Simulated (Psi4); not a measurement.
# CF2 (SMILES F[C]F) at OMP2/def2-TZVPP (density fitting for correlation)

Aim: the energy change on altering one bond length of CF2 at OMP2/def2-TZVPP (density fitting for correlation), from 2 runs. 

Program for the calculation: Psi4 1.11.

## 1. The molecule

CF2 has 3 atoms, charge 0, and is taken as a singlet. As SMILES, `F[C]F`. Geometry: relaxed at PBE0-D4/def2-TZVP.

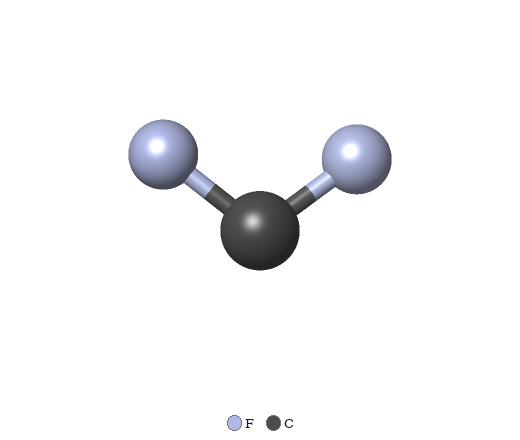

The structure, seen from a chosen angle (fluorine light blue, carbon dark grey).

## 2. A single-point energy at OMP2/def2-TZVPP (density fitting for correlation)

Input file run.py:

```python
import psi4

psi4.set_memory('2200 MB')
psi4.set_num_threads(1)
psi4.core.set_output_file('psi4.out', False)

molecule = psi4.geometry("""
F
C 1 1.295998
F 2 1.296001 1 104.73481
symmetry c1
""")

psi4.set_options({
    'basis': 'def2-TZVPP',
    'puream': True,
    'e_convergence': 1e-09,
    'd_convergence': 1e-08,
    'scf_type': 'pk',
    'num_frozen_docc': 3,
})

result = psi4.energy("omp2")
print('E =', round(result, 9))
for k, v in sorted(psi4.core.scalar_variables().items()):
    print(f'{k:45s} {v:18.10f}')
```

Run with:

```
$ python run.py
```

psi4.out, shortened:

```text
[...]
  Running in c1 symmetry.
[...]
  Nuclear repulsion =   64.979426962265478
[...]
  Multiplicity = 1
[...]
  Nalpha       = 12
  Nbeta        = 12
[...]
    Number of basis functions: 93
[...]
   @RHF iter   1:  -236.72626589395369   -6.19319e-01   3.69464e-03 DIIS/ADIIS
[...]
   @RHF iter  10:  -236.76846818049717   -1.64846e-11   7.18205e-09 DIIS
[...]
    Orbital Energies [Eh]
    ---------------------
    Doubly Occupied:
       1A    -26.377889     2A    -26.377859     3A    -11.457234
       4A     -1.753842     5A     -1.670140     6A     -0.965306
       7A     -0.829534     8A     -0.802996     9A     -0.782551
      10A     -0.702255    11A     -0.688396    12A     -0.476683
[...]
  @RHF Final Energy:  -236.76846818049717
   => Energetics <=
    Nuclear Repulsion Energy =             64.9794269622654781
    One-Electron Energy =                -457.7264178475733161
    Two-Electron Energy =                 155.9785227048106435
    Total Energy =                       -236.7684681804971660
[...]
 Multipole Moments:
 ------------------------------------------------------------------------------------
     Multipole            Electronic (a.u.)      Nuclear  (a.u.)        Total (a.u.)
 ------------------------------------------------------------------------------------
 L = 1.  Multiply by 2.5417464519 to convert [e a0] to [Debye]
 Dipole X            :          0.3979303           -0.2837896            0.1141407
 Dipole Y            :          0.3068164           -0.2188041            0.0880123
 Dipole Z            :         -0.0000000            0.0000000           -0.0000000
 Magnitude           :                                                    0.1441328
[...]
	Warning: cc_lambda option is changed to TRUE
	For this residual convergence, default PCG convergence is:     1.00e-07
[...]
	DF-MP2 Total Energy (a.u.)         :  -237.39731544594648
[...]
	DF-MP2 Total Energy (a.u.)         :  -237.40981973207715
[...]
	DF-OMP2 Total Energy (a.u.)        :  -237.40981973208781
[...]
```

On the terminal:

```text
E = -237.409819732
CURRENT CORRELATION ENERGY                         -0.6413515516
CURRENT ENERGY                                   -237.4098197321
CURRENT REFERENCE ENERGY                         -236.7684681805
DD SOLVATION ENERGY                                 0.0000000000
HF KINETIC ENERGY                                 236.6081918201
HF POTENTIAL ENERGY                              -473.3766600006
HF TOTAL ENERGY                                  -236.7684681805
HF VIRIAL RATIO                                     2.0006773914
MP2 CORRELATION ENERGY                             -0.6288472654
MP2 DOUBLES ENERGY                                 -0.6288472654
MP2 SINGLES ENERGY                                  0.0000000000
MP2 TOTAL ENERGY                                 -237.3973154459
NUCLEAR REPULSION ENERGY                           64.9794269623
OMP2 CORRELATION ENERGY                            -0.6413515516
OMP2 REFERENCE CORRECTION ENERGY                    0.0142789711
OMP2 TOTAL ENERGY                                -237.4098197321
ONE-ELECTRON ENERGY                              -457.7264178476
PCM POLARIZATION ENERGY                             0.0000000000
PE ENERGY                                           0.0000000000
SCF ITERATION ENERGY                             -236.7684681805
SCF ITERATIONS                                     10.0000000000
SCF TOTAL ENERGY                                 -236.7684681805
SCS(N)-MP2 CORRELATION ENERGY                     236.7684681805
SCS(N)-MP2 TOTAL ENERGY                             0.0000000000
SCS(N)-OMP2 CORRELATION ENERGY                    236.7684681805
SCS(N)-OMP2 TOTAL ENERGY                            0.0000000000
SCS-MP2 CORRELATION ENERGY                        236.7684681805
SCS-MP2 TOTAL ENERGY                                0.0000000000
SCS-OMP2 CORRELATION ENERGY                       236.7684681805
SCS-OMP2 TOTAL ENERGY                               0.0000000000
SOS-MP2 CORRELATION ENERGY                        236.7684681805
SOS-MP2 TOTAL ENERGY                                0.0000000000
SOS-OMP2 CORRELATION ENERGY                       236.7684681805
SOS-OMP2 TOTAL ENERGY                               0.0000000000
TWO-ELECTRON ENERGY                               155.9785227048
```

Run time: 36 s. Hardware: 1 thread of Intel Xeon at 2.50GHz (Skylake/Cascade Lake), shared host; peak memory 0.33 GiB.

## 3. The distorted shape at the same level

Input file run.py:

```python
import numpy as np
from ase.calculators.psi4 import Psi4
from ase import Atoms

mol = Atoms(['F', 'C', 'F'], positions=[
    [0.856799, 1.138595, 0.597549],
    [0.922829, -0.151335, 0.491099],
    [-0.698640, -0.652890, -0.456750],
])
calc = Psi4(atoms=mol, method='omp2', basis='def2-TZVPP', memory='2200MB', num_threads=1, charge=0, multiplicity=1, label='cf2')
calc.psi4.set_options({'puream': True, 'e_convergence': 1e-09, 'd_convergence': 1e-08, 'scf_type': 'pk', 'num_frozen_docc': 3})
mol.calc = calc

print(f'energy: {mol.get_potential_energy():.6f} eV')
```

Run with:

```
$ python run.py
```

cf2.dat, shortened:

```text
[...]
  Running in c1 symmetry.
[...]
  Nuclear repulsion =   53.258360607382471
[...]
  Multiplicity = 1
[...]
  Nalpha       = 12
  Nbeta        = 12
[...]
    Number of basis functions: 93
[...]
   @RHF iter   1:  -236.50703413358542   -1.07445e+00   5.96887e-03 ADIIS/DIIS
[...]
   @RHF iter  14:  -236.64593752637364   -2.44427e-12   2.92957e-09 DIIS
[...]
    Orbital Energies [Eh]
    ---------------------
    Doubly Occupied:
       1A    -26.482911     2A    -26.214026     3A    -11.581044
       4A     -1.800365     5A     -1.447367     6A     -1.009645
       7A     -0.839536     8A     -0.826736     9A     -0.691753
      10A     -0.551901    11A     -0.549813    12A     -0.495395
[...]
  @RHF Final Energy:  -236.64593752637364
   => Energetics <=
    Nuclear Repulsion Energy =             53.2583606073824711
    One-Electron Energy =                -434.8276130328399063
    Two-Electron Energy =                 144.9233148990837776
    Total Energy =                       -236.6459375263736433
[...]
 Multipole Moments:
 ------------------------------------------------------------------------------------
     Multipole            Electronic (a.u.)      Nuclear  (a.u.)        Total (a.u.)
 ------------------------------------------------------------------------------------
 L = 1.  Multiply by 2.5417464519 to convert [e a0] to [Debye]
 Dipole X            :          0.9660335            0.3820827            1.3481162
 Dipole Y            :          0.9117331           -0.1785035            0.7332296
 Dipole Z            :          0.6325529            0.1905091            0.8230620
 Magnitude           :                                                    1.7414000
[...]
	Warning: cc_lambda option is changed to TRUE
	For this residual convergence, default PCG convergence is:     1.00e-07
[...]
	DF-MP2 Total Energy (a.u.)         :  -237.30105815367247
[...]
	DF-MP2 Total Energy (a.u.)         :  -237.32696460684610
[...]
	DF-OMP2 Total Energy (a.u.)        :  -237.32696460684809
[...]
```

Standard output:

```text
energy: -6457.995648 eV
```

Wall time 40 s (1 thread of Intel Xeon at 2.50GHz (Skylake/Cascade Lake), shared host); peak memory 0.35 GiB.

## 4. Summary of results

At OMP2/def2-TZVPP (density fitting for correlation), 3 core orbitals frozen:

```
                                                         quantity          value
                                        first shape: total energy  -237.40982 Eh
                 first shape: HOMO energy (Hartree–Fock orbitals)      -12.97 eV
                 first shape: LUMO energy (Hartree–Fock orbitals)        2.31 eV
               first shape: HOMO–LUMO gap (Hartree–Fock orbitals)       15.28 eV
         first shape: correlation energy (3 core orbitals frozen)     -641.4 mEh
                                    distorted shape: total energy  -237.32696 Eh
             distorted shape: HOMO energy (Hartree–Fock orbitals)      -13.48 eV
             distorted shape: LUMO energy (Hartree–Fock orbitals)       -0.28 eV
           distorted shape: HOMO–LUMO gap (Hartree–Fock orbitals)       13.20 eV
     distorted shape: correlation energy (3 core orbitals frozen)     -681.0 mEh
energy change with the C2–F3 bond stretched from 1.296 to 1.944 Å       2.255 eV
```

**Reading.** With the C2–F3 bond stretched from 1.296 to 1.944 Å the energy rises by 2.25 eV (52 kcal/mol). The first shape isn't relaxed at this level, so the change isn't measured from a minimum.
